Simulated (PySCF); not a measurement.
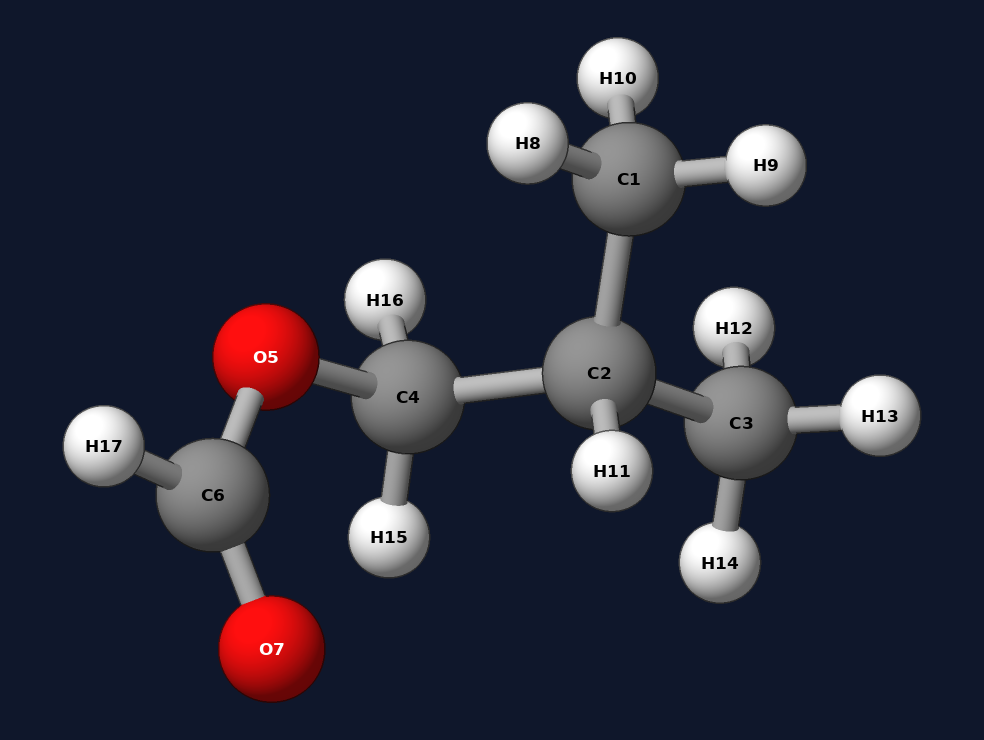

The geometry was computed by an optimisation with PBE0-D3(BJ)/def2-TZVP. No frequency run is at hand to confirm it as a minimum. Properties computed with GIAO PBE0/pcSseg-2 NMR shielding, non-relativistic, gas phase (PySCF 2.14.0). Principal shieldings σ11 ≤ σ22 ≤ σ33, span Ω = σ33 − σ11, skew κ = 3(σiso − σ22)/Ω.

### Which O atom has the most anisotropic shielding?

O7, with a span of 699 ppm.

Give the shielding tensors of the O atoms.

| atom | σ11 | σ22 | σ33 | σiso | Ω | κ |
| --- | --- | --- | --- | --- | --- | --- |
| O5 | −78.6 | 187.4 | 220.7 | 109.8 | 299.2 | −0.78 |
| O7 | −387.9 | −226.0 | 311.5 | −100.8 | 699.4 | 0.54 |

Shieldings and span in ppm.
